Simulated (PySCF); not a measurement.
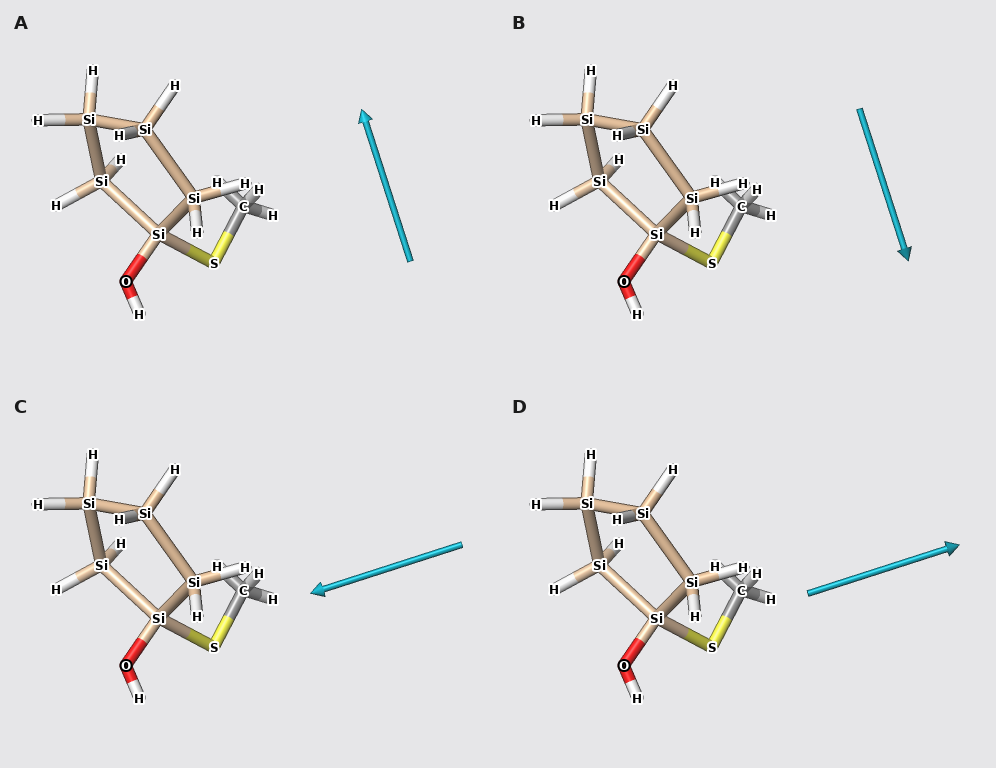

The same molecule four times, each with an arrow. Computed geometry: GFN2-xTB optimisation. No frequency run is at hand to confirm it as a minimum. Level of theory: PBE0/pcSseg-1, gas phase (PySCF 2.14.0).

**Which arrow points along the dipole moment, from the negative to the positive end?**

D. The dipole moment is 0.94 D.

The geometry is semi-empirical. Around Si such bond lengths and angles can be off by a tenth of an ångström or more and by several degrees, and values that hang on the shape move with them.
